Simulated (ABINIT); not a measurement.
# KF (Carobbiite): G0W0 in ABINIT against the k mesh, part 2 of 2

Aim: move the k mesh of a G0W0 run on KF (Carobbiite) over a wide range.

ABINIT 10.8.3; LDA and many-body steps on it, plane waves. Known limits of the many-body steps: not at the basis limit; coarse k mesh.

So far. Step 4 (Empty states on the mesh, 6×6×6 mesh, 33 bands): On this mesh the gap is 5.822 eV. Step 5 (Screening, 2×2×2 mesh, 29 bands, screening to 106.1 eV): Local fields lower ε∞ by 9 %. On a Γ-centred mesh this coarse the value itself is usually too large, while a short band sum pulls it down.

## (8) 4×4×4

The self-energy is evaluated for the states that the input lists, and the levels follow from it, in one-shot runs by the linearised quasiparticle equation.

This step: G0W0 on LDA, plane waves, norm-conserving pseudopotentials.

Input file run.abi:

```
acell 3*1.0 Angstrom
rprim 
  -0.000000000000 2.671850000000 2.671850000000
  2.671850000000 -0.000000000000 2.671850000000
  2.671850000000 2.671850000000 0.000000000000
ntypat 2
znucl 19 9
natom 2
typat 1 2
xred 
  0.000000000000 0.000000000000 0.000000000000
  0.500000000000 0.500000000000 0.500000000000
pp_dirpath "pseudos"
pseudos "K.upf, F.upf"
ecut 36
ngkpt 4 4 4
nshiftk 1
shiftk 0 0 0
kptopt 1
chksymbreak 0
istwfk *1
occopt 1
irdwfk 1
optdriver 4
nband 29
gwcalctyp 0
ecutsigx 36
symsigma 1
nkptgw 1
kptgw 
  0.0000000000 0.0000000000 0.0000000000
bdgw 
  6 12
ecuteps 3.9
irdscr 1
ppmodel 1
indata_prefix "in"
outdata_prefix "out"
tmpdata_prefix "tmp"
```

Launch:

```sh
$ OMP_NUM_THREADS=1 mpirun -n 4 abinit run.abi > log
```

Numbers of over 12 decimals in the logs are rounded to 6 here.

Output:

```text
.Version 10.8.3 of ABINIT. v10.8.2 released Aug 2026.

 Symmetries : space group Fm -3 m (#225); Bravais cF (face-center cubic)
[... echo of the input left out ...]
== DATASET  1 ==================================================================
-   mpi_nproc: 4, omp_nthreads: 1 (-1 if OMP is not activated)

--- !DatasetInfo
iteration_state: {dtset: 1, }
dimensions: {natom: 2, nkpt: 8, mband: 29, nsppol: 1, nspinor: 1, nspden: 1, mpw: 2685, }
cutoff_energies: {ecut:  36.0, pawecutdg:  -1.0, }
electrons: {nelect:   1.60000000E+01, charge:   0.00000000E+00, occopt:   1.00000000E+00, tsmear:   1.00000000E-02, }

 SIGMA: Calculation of the GW corrections

 Based on a program developped by R.W. Godby, V. Olevano, G. Onida, and L. Reining.
 Incorporated in ABINIT by V. Olevano, G.-M. Rignanese, and M. Torrent.
.Using double precision arithmetic ; gwpc =  8

[... cell and pseudopotentials left out ...]
--------------------------------------------------------------------------------

 ==== K-mesh for the wavefunctions ====
 Number of points in the irreducible wedge :     8
[... list of points left out ...]
 Together with 48 symmetry operations and time-reversal symmetry
 yields    64 points in the full Brillouin Zone.

 ==== Q-mesh for screening function ====
 Number of points in the irreducible wedge :     8
[... list of points left out ...]
 Together with 48 symmetry operations and time-reversal symmetry
 yields    64 points in the full Brillouin Zone.

 vcoul_init : cutoff-mode = AUXILIARY_FUNCTION
 q-points for optical limit:   1
     1)      0.000010    0.000020    0.000030
 setmesh: FFT mesh size selected  =    40x   40x   40
          total number of points  =        64000

 Number of electrons calculated from density =   16.0000; Expected =   16.0000
[...]
number of q-points in BZ                           64
 number of frequencies for dSigma/dE                 9
 frequency step for dSigma/dE [eV]                0.25
 number of omega for Sigma on real axis              0
 max omega for Sigma on real axis  [eV]           0.00
 zcut for avoiding poles [eV]                     0.10

 EPSILON^-1 parameters (SCR file):
 dimension of the eps^-1 matrix on file            113
 dimension of the eps^-1 matrix used               113
 number of plane-waves for wavefunctions          2685
 number of bands                                    29
 number of q-points in IBZ                           8
 number of frequencies                               2
 number of real frequencies                          1
 number of imag frequencies                          1

 matrix elements of self-energy operator (all in [eV])

 Perturbative Calculation

--- !SelfEnergy_ee
iteration_state: {dtset: 1, }
kpoint     : [   0.000,    0.000,    0.000, ]
spin       : 1
KS_gap     :    5.821
QP_gap     :    9.927
Delta_QP_KS:    4.105
data: !SigmaeeData |
     Band     E0 <VxcDFT>   SigX SigC(E0)      Z dSigC/dE  Sig(E)    E-E0       E
        6  -0.305 -21.597 -29.368   5.124   0.806  -0.241 -23.731  -2.134  -2.439
        7  -0.305 -21.597 -29.368   5.124   0.806  -0.241 -23.731  -2.134  -2.439
        8  -0.305 -21.597 -29.368   5.124   0.806  -0.241 -23.731  -2.134  -2.439
        9   5.516  -8.806  -4.130  -2.480   0.898  -0.114  -6.835   1.972   7.488
       10  10.239 -11.047  -4.836  -2.418   0.893  -0.120  -7.661   3.386  13.624
       11  10.239 -11.047  -4.836  -2.418   0.893  -0.120  -7.661   3.386  13.624
       12  10.239 -11.047  -4.836  -2.418   0.893  -0.120  -7.661   3.386  13.624

== END DATASET(S) ==============================================================
================================================================================

 -outvars: echo values of variables after computation  --------
           etotal      0.0000000000E+00
            nband          29
             nkpt           8
          spgroup         225
 [... the other variables as echoed above ...]

 Calculation completed.
```

It took 2.8 s on 4 MPI ranks of Arm Neoverse V1, shared host; peak memory 0.14 GiB.

This step gave:

- G0W0 gap on the points computed: 9.927 eV
- starting gap on the mesh: 5.821 eV
- k of the valence top: 0, 0, 0
- k of the conduction bottom: 0, 0, 0
- Z at the valence top: 0.806
- Z at the conduction bottom: 0.898
- least direct G0W0 gap on the computed points: 9.927 eV

The gap on the mesh goes from 5.82 eV to 9.93 eV, a correction of +4.11 eV.

## (9) Screening, 6×6×6 mesh, 29 bands, screening to 106.1 eV

This step: RPA screening on LDA, plane waves, norm-conserving pseudopotentials.

Edit run.abi of step 8 so:

```diff
@@ -15,3 +15,3 @@
 ecut 36
-ngkpt 4 4 4
+ngkpt 6 6 6
 nshiftk 1
@@ -23,15 +23,8 @@
 irdwfk 1
-optdriver 4
+optdriver 3
 nband 29
-gwcalctyp 0
-ecutsigx 36
-symsigma 1
-nkptgw 1
-kptgw 
-  0.0000000000 0.0000000000 0.0000000000
-bdgw 
-  6 12
 ecuteps 3.9
-irdscr 1
-ppmodel 1
+inclvkb 2
+awtr 1
+symchi 1
 indata_prefix "in"
```

Output:

```text
.Version 10.8.3 of ABINIT. v10.8.2 released Aug 2026.

 Symmetries : space group Fm -3 m (#225); Bravais cF (face-center cubic)
[... echo of the input left out ...]
== DATASET  1 ==================================================================
-   mpi_nproc: 4, omp_nthreads: 1 (-1 if OMP is not activated)

--- !DatasetInfo
iteration_state: {dtset: 1, }
dimensions: {natom: 2, nkpt: 16, mband: 29, nsppol: 1, nspinor: 1, nspden: 1, mpw: 2685, }
cutoff_energies: {ecut:  36.0, pawecutdg:  -1.0, }
[...]
--------------------------------------------------------------------------------
[... chi0 elements left out ...]
 For q-point:  0.000010 0.000020 0.000030
  dielectric constant =   1.9347
  dielectric constant without local fields =   2.1290

  Average fulfillment of the sum rule on Im[epsilon] for q-point    1 :     31.01  [%]
[... wings left out ...]
  q-point number  2        q = ( 0.166667, 0.000000, 0.000000) [r.l.u.]
--------------------------------------------------------------------------------
[... chi0 elements left out ...]
  Average fulfillment of the sum rule on Im[epsilon] for q-point    2 :     54.67  [%]

 [... 14 further q-points ...]
```

Elapsed: 16 s, on 4 MPI ranks; peak memory 0.58 GiB; 64 s of CPU time.

Numbers from this step:

* ε∞ with local fields, on this mesh, along the program's q direction: 1.935
* the same without local fields: 2.129
* plasma frequency: 24.05 eV
* plane waves in the screening matrix: 113

## (10) 6×6×6

This step: G0W0 on LDA, plane waves, norm-conserving pseudopotentials.

Edit run.abi of step 9 so:

```diff
@@ -23,8 +23,15 @@
 irdwfk 1
-optdriver 3
+optdriver 4
 nband 29
+gwcalctyp 0
+ecutsigx 36
+symsigma 1
+nkptgw 1
+kptgw 
+  0.0000000000 0.0000000000 0.0000000000
+bdgw 
+  6 12
 ecuteps 3.9
-inclvkb 2
-awtr 1
-symchi 1
+irdscr 1
+ppmodel 1
 indata_prefix "in"
```

Output:

```text
.Version 10.8.3 of ABINIT. v10.8.2 released Aug 2026.

 Symmetries : space group Fm -3 m (#225); Bravais cF (face-center cubic)
[... echo of the input left out ...]
== DATASET  1 ==================================================================
-   mpi_nproc: 4, omp_nthreads: 1 (-1 if OMP is not activated)

--- !DatasetInfo
iteration_state: {dtset: 1, }
dimensions: {natom: 2, nkpt: 16, mband: 29, nsppol: 1, nspinor: 1, nspden: 1, mpw: 2685, }
cutoff_energies: {ecut:  36.0, pawecutdg:  -1.0, }
[...]
10  10.239 -11.047  -4.844  -2.429   0.892  -0.121  -7.679   3.367  13.606
       11  10.239 -11.047  -4.844  -2.429   0.892  -0.121  -7.679   3.367  13.606
       12  10.239 -11.047  -4.844  -2.429   0.892  -0.121  -7.679   3.367  13.606

== END DATASET(S) ==============================================================
================================================================================

 -outvars: echo values of variables after computation  --------
           etotal      0.0000000000E+00
            nband          29
             nkpt          16
          spgroup         225
 [... the other variables as echoed above ...]

 Calculation completed.
```

The job ended after 3.3 s (4 MPI ranks; peak memory 0.54 GiB; 13 s of CPU time).

Numbers from this step:

```
G0W0 gap on the points computed              : 9.95 eV
starting gap on the mesh                     : 5.822 eV
k of the valence top                         : 0, 0, 0
k of the conduction bottom                   : 0, 0, 0
least direct G0W0 gap on the computed points : 9.95 eV
```

Against the run before, the gap moves by +0.023 eV.

## (11) Side by side

Times are wall times on 4 MPI ranks of Arm Neoverse V1, shared host, good to a factor of about two. A run's time includes the screening step that it read.

```csv
run,mesh,bands,screening cutoff (eV),DFT gap (eV),gap on the mesh (eV),direct (eV),ε∞ used,time
2×2×2,2×2×2,29,106.1,5.822,9.655,9.655,2.03,4.9 s
4×4×4,4×4×4,29,106.1,5.821,9.927,9.927,1.93,7.1 s
6×6×6,6×6×6,29,106.1,5.822,9.950,9.950,1.93,19 s
```

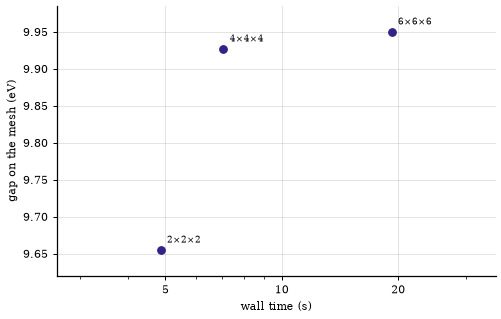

Result against wall time.

## (12) What came out

| Property | Result |
| --- | --- |
| 2×2×2 | 9.655 eV |
| 4×4×4 | 9.927 eV |
| 6×6×6 | 9.950 eV |
| known limits | not at the basis limit; coarse k mesh |

What this shows: The setting moved: k mesh. From 2×2×2 to 6×6×6 the gap moves by +0.29 eV, for 4.0 times the time. The last step still moves it by +0.023 eV. Bands and screening cutoff are coupled, so a series along one setting does not show full convergence. Bands and cutoff are finite, so the gap is not at the basis limit. The miss can reach some tenths of an eV and take either sign; the mesh is an error of its own. In the G0W0 runs levels were corrected at 1 k point alone, so a gap called «on the mesh» is the least over those, and an edge elsewhere would be missed. The 2×2×2 mesh is coarse for this cell, which bears on the long-range parts of exchange and screening.

[Paths, hosts, dates, memory and timing lines, banners, echoed tables and standing remarks are left out of the program output.]

[Logs are printed without paths, hosts, clocks, repeated set-up lines and the standing remarks that a program may print on its own settings, such as how far it seeks lower states.]

[Runs of the session that timed out or met a known fault of the program may be left out.]

[Hosts, paths, dates, database ids (printed as entryN), source tags and the programs' standing remarks are cut or masked in the printed files.]

[G0W0 gaps are taken among the corrected bands and points alone; a level outside them can change the order at an edge.]

[Where Ansatz stands beside ABINIT at settings called matched, ABINIT's density can come from a denser mesh and the files from another edition; pairs whose starting gaps differed by over 0.03 eV were left out, so agreement reads better than it is.]
